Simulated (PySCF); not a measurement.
SMILES BCl (H₂BCl) at its B3LYP/def2-SVP optimised geometry (Å):

```
4

B     -0.5891     0.0000     0.0000
H     -1.1572    -1.0579     0.0001
H     -1.1570     1.0579     0.0000
Cl     1.1572     0.0000     0.0000
```

Computed with B3LYP/def2-TZVP run with PySCF.

Map of the deformation density (molecule minus spherical neutral atoms) (e/bohr³) on the plane z = 0.6 Å:

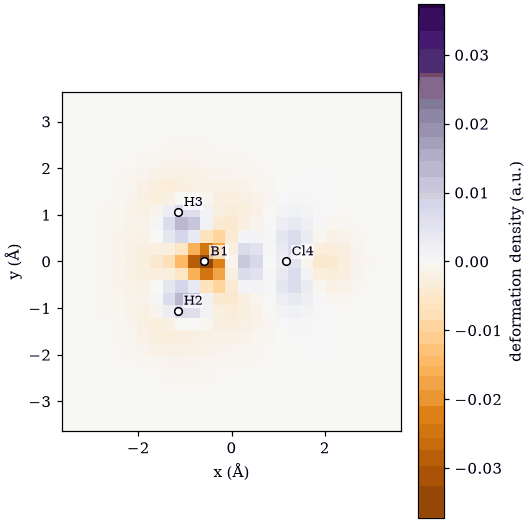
Figure. Deformation density (molecule minus spherical neutral atoms) (e/bohr³) on the plane z = 0.6 Å.
